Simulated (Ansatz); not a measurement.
TaPt2N3

```xyz
12
Lattice="5.1385 0.0000 0.0000 0.0000 6.6171 0.0000 0.0000 0.0000 4.3065" Properties=species:S:1:pos:R:3 pbc="T T T"
Ta    0.0000    3.3085    0.0000
Ta    2.5692    0.0000    0.0000
Pt    1.2846    1.6543    2.1533
Pt    3.8539    4.9628    2.1533
Pt    1.2846    4.9628    2.1533
Pt    3.8539    1.6543    2.1533
N     0.0000    5.2821    0.0000
N     2.5692    1.9736    0.0000
N     0.0000    1.3349    0.0000
N     2.5692    4.6435    0.0000
N     0.0000    0.0000    2.1533
N     2.5692    3.3085    2.1533
```

Space group Cmmm; a structure from a database of computed crystals, not necessarily the ambient phase; started from the CeAl2Cu3-65 prototype, which need not be the ambient phase.

Computed with DFT, r2SCAN+rVV10, plane waves, PAW in Ansatz 0.2.0.

The density is the valence pseudo-density of a PAW calculation; it isn't the true density close to the nuclei.

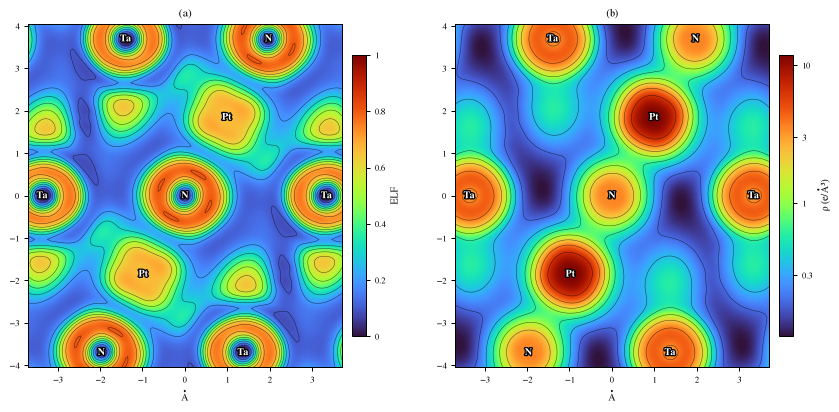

Figure 1. (a) electron localisation function; (b) valence electron density on the (111) plane of the conventional cell.

> Read the bonding off the picture.

Atoms in the plane: Ta, Pt and N.
Atoms just off the plane (N, 0.9 Å away) can leave unmarked features too.
Pt–N (2.09 Å): ρ at the midpoint is about 0.82 e/Å³; the ELF peaks at about 0.80 in the valence shell of N, 0.6 Å from its nucleus, and is about 0.25 at the midpoint.
Between the atoms the lowest density in this plane is 0.11 e/Å³.
The features right at Ta and Pt lie inside the PAW spheres, where the map follows smoothed inner orbitals and isn't to be read closely.

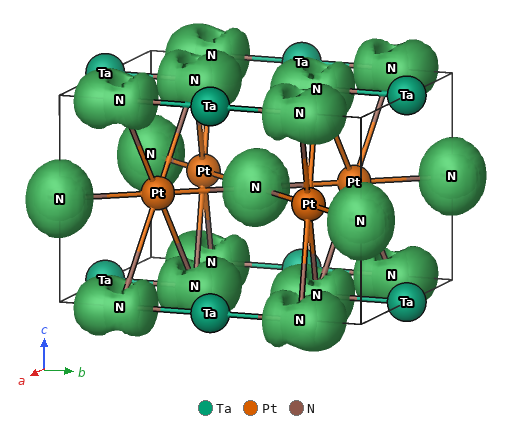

Figure 2. Isosurface of the electron localisation function at 0.75 (green), seen slightly off an axis. Core shells and regions of very low density are left out. Sticks mark near contacts.

> What do the ELF domains correspond to?

The surface consists of six regions wrapped around N (the valence shell of each), counted in one cell of 12 atoms. Regions shared between cells count once. Along the contacts the grid gives the following. Ta–N (1.97 Å): the ELF peaks at about 0.90 in the valence shell of N, 0.6 Å from its nucleus, and drops to about 0.30 between the two atoms; no shared electron pair shows on this line.
